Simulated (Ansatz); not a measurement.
## Fields on a plane of AlNi3 (Cu3Au type)

```xyz
4
Lattice="3.5261 0.0000 0.0000 0.0000 3.5261 0.0000 0.0000 0.0000 3.5261" Properties=species:S:1:pos:R:3 pbc="T T T"
Ni     0.0000     1.7631     1.7631
Ni     1.7631     1.7631     0.0000
Ni     1.7631     0.0000     1.7631
Al     0.0000     0.0000     0.0000
```

The slice is a {110} plane (indices of the conventional cell) through the point (0.000, 0.000, 0.000) (fractional), spanned by u = [100] and v = [011] in vectors of this cell: u (3.53 Å) and v (4.99 Å, at 90° to u). It covers one period; positions are fractions (u, v).

Atoms on it: Ni at (0.00, 0.50); Al at (0.00, 0.00).

These are r2SCAN (plane waves to 500 eV, PAW, scalar-relativistic; Ansatz, a program for electronic structure) values and carry that method's errors. k mesh 13×13×13. Near the nuclei the fields are pseudised (PAW); where an atom keeps semicore shells as valence, they peak there. AlNi3 was relaxed with its symmetry unable to fall. Relaxed AlNi3 ends ferromagnetic. The magnetic order is the one the run started from; other orders were not tried.

| v \ u | 0.00 | 0.15 | 0.30 | 0.45 | 0.60 | 0.75 | 0.90 |
|---|---|---|---|---|---|---|---|
| 0.93 | x | 0.11 | 0.46 | 0.32 | 0.36 | 0.45 | 0.02 |
| 0.86 | 0.22 | 0.45 | 0.45 | 0.29 | 0.32 | 0.50 | 0.35 |
| 0.79 | 0.47 | 0.50 | 0.39 | 0.26 | 0.28 | 0.44 | 0.49 |
| 0.71 | 0.24 | 0.29 | 0.34 | 0.25 | 0.27 | 0.36 | 0.26 |
| 0.64 | 0.26 | 0.18 | 0.28 | 0.27 | 0.28 | 0.21 | 0.21 |
| 0.57 | x | 0.28 | 0.18 | 0.28 | 0.28 | 0.17 | 0.36 |
| 0.50 | x | 0.35 | 0.16 | 0.29 | 0.27 | 0.18 | x |
| 0.43 | x | 0.28 | 0.18 | 0.28 | 0.28 | 0.17 | 0.36 |
| 0.36 | 0.26 | 0.18 | 0.28 | 0.27 | 0.28 | 0.21 | 0.21 |
| 0.29 | 0.24 | 0.29 | 0.34 | 0.25 | 0.27 | 0.36 | 0.26 |
| 0.21 | 0.47 | 0.50 | 0.39 | 0.26 | 0.28 | 0.44 | 0.49 |
| 0.14 | 0.22 | 0.45 | 0.45 | 0.29 | 0.32 | 0.50 | 0.35 |
| 0.07 | x | 0.11 | 0.46 | 0.32 | 0.36 | 0.45 | 0.02 |
| 0.00 | x | 0.03 | 0.45 | 0.34 | 0.38 | 0.37 | x |

Values: ELF of the up spins. Points within 0.5 Å of a nucleus are blanked (x), as the pseudised field means little there.

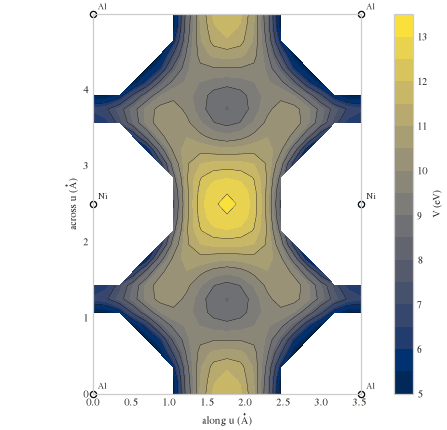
Figure. Electrostatic potential energy of an electron, from the cell's mean, in eV, one period of the plane, atoms marked. Points within 1 Å of a nucleus are left white, as the pseudised field means little there. Values under 5 eV are set to 5. The zero, the cell's mean, hangs on the PAW cores.

| Item | Result |
|---|---|
| Density on the Ni–Al line (2.49 Å) at its midpoint | 0.30 e/Å³ |
| ELF at that point | 0.38 |
